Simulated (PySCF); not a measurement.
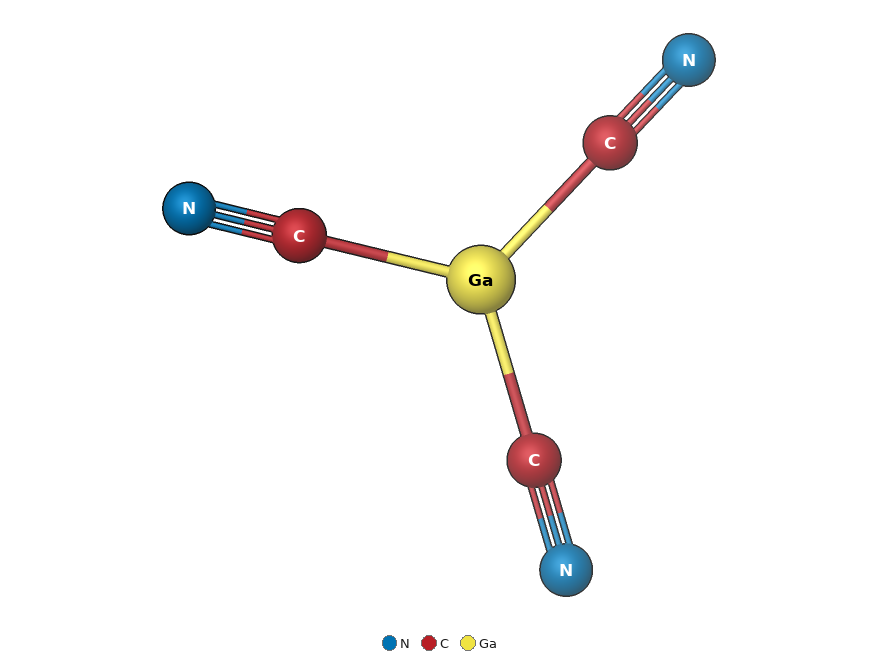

All atoms lie in one plane, which faces the viewer. Computed geometry: PBE0-D3(BJ)/def2-SVP optimisation. No frequency run is at hand to confirm it as a minimum.

Q: Which symmetry elements does this geometry have?

A: It has 1 C3 axis, 3 C2 axes, 1 S3 axis and 4 mirror planes, so the point group is D3h. The group has 12 operations. The geometry is achiral, and symmetry forbids a dipole moment.
